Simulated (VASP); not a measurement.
Band structure of WC (space group P-6m2). All values below come from PBE GGA, VASP's PBE PAW potentials (set 64) (plane waves; VASP 6.6.1).

Unless said otherwise, spin-orbit coupling is left out, though it shifts the bands of the heavy elements here.

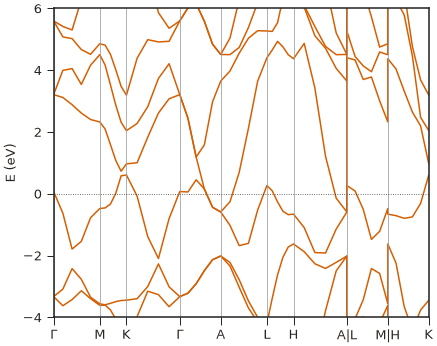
Figure: Bands along high-symmetry lines, zero at the valence-band maximum or, without a gap, the Fermi level

Problem. Read the plot: is there a gap, and where are the band edges?

Solution. It has no gap at this level: it comes out as a metal or semimetal.

The structure is a typed WC crystal. The cell was not relaxed at this level.
